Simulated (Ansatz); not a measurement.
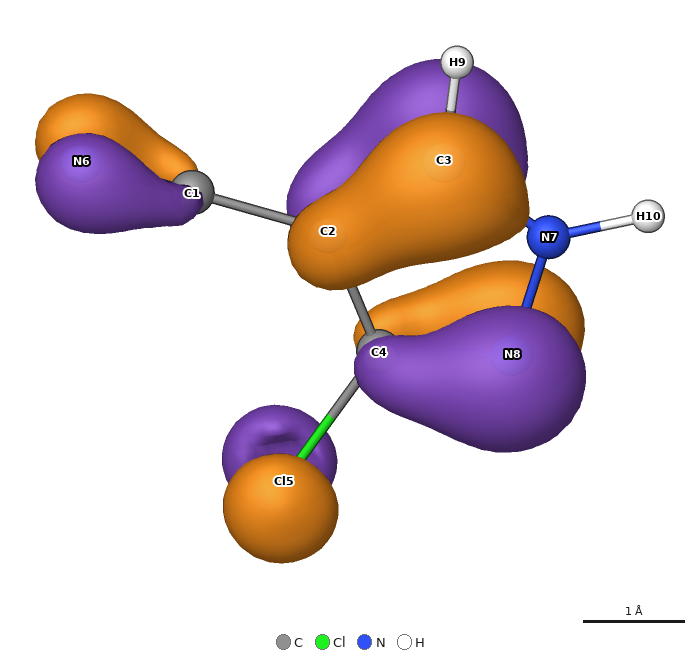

The picture shows: C4H2ClN3 (SMILES N#Cc1c[nH]nc1Cl). The HOMO−1 at ±0.15 Å⁻³ᐟ² (orange and purple are the two phases), seen at a tilt.

Geometry: B3LYP/def2-SVP.

The calculation used Ansatz, isolated molecule in a Gaussian basis; Kohn-Sham density functional theory, functional PBE0.

Input file:

```
crystal:
  periodic: [false, false, false]
  atoms:
    - {symbol: C, position_ang: [-1.875007, 0.140024, -0.413723]}
    - {symbol: C, position_ang: [-0.614893, 0.037656, 0.234173]}
    - {symbol: C, position_ang: [0.653076, 0.116831, -0.337277]}
    - {symbol: C, position_ang: [-0.346127, -0.171160, 1.624640]}
    - {symbol: Cl, position_ang: [-1.517258, -0.350906, 2.866688]}
    - {symbol: N, position_ang: [-2.903805, 0.222825, -0.945836]}
    - {symbol: N, position_ang: [1.529809, -0.038709, 0.677049]}
    - {symbol: N, position_ang: [0.947905, -0.214810, 1.875693]}
    - {symbol: H, position_ang: [0.960260, 0.269376, -1.369474]}
    - {symbol: H, position_ang: [2.542032, -0.034969, 0.620151]}
basis:
  gaussian:
    orbitals: def2-SVPD
magnetization:
  spin_polarized: false
  initial_magnetization: 0
hamiltonian:
  xc: pbe0
output: {forces: true, orbitals: {seedname: orbitals}}
```

Launched as:

```sh
ansatz run input.yaml --threads 2 --pin off --max-ram 5220MiB --events-out events.jsonl --progress --plain --runs-dir runs
```

Describe this orbital and give its energy.

Answer. It lies mainly on N8 (about 30 %), C3 (about 25 %), Cl5 (about 10 %), C2 (about 10 %), N6 (about 10 %) and C4 (about 10 %); it changes sign across the molecular plane (π type); π-bonding across C2–C3; π-antibonding (a node) across C2–C4 and C4–Cl5. Its energy is −8.31 eV.
